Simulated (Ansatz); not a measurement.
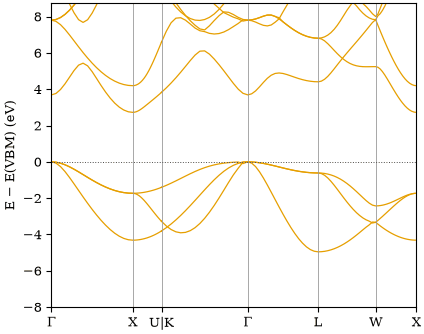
*Band structure from PBEsol in the plane-wave PAW code Ansatz*

Read off the gap and where the band edges lie.

About 2.7 eV (2.73 eV by a search for the band edges); maximum at Γ, minimum at X.

The material is MgS (rock salt, space group No. 225).

Space group Fm-3m (rock salt). The PBEsol relaxation kept the symmetry of its start; phonons on a q-mesh show no instability. The volume moved by -30 % from the start of the relaxation.

Potentials: the later of the program's two PAW sets.
